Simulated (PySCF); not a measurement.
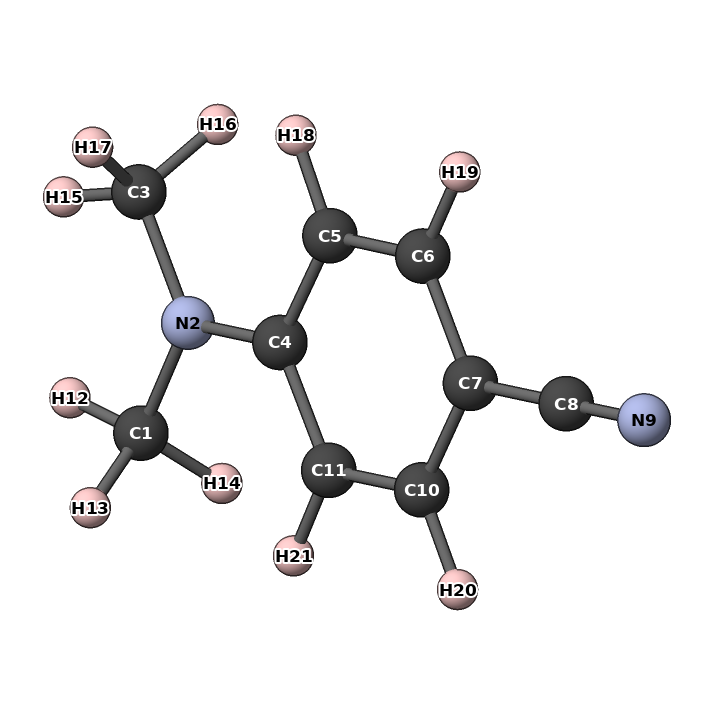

The questions are on isotropic NMR shieldings of the C atoms. The geometry was computed by an optimisation with PBE0-D3(BJ)/def2-SVP. No frequency run is at hand to confirm it as a minimum. Level of theory: GIAO CAM-B3LYP/pcSseg-2 NMR shielding, non-relativistic, gas phase (PySCF 2.14.0).

List the isotropic NMR shieldings of the C atoms.

```tsv
atom	σ (ppm)
C1	139.9
C3	139.9
C4	18.2
C5	62.7
C6	33.0
C7	71.8
C8	53.5
C10	33.0
C11	62.7
```
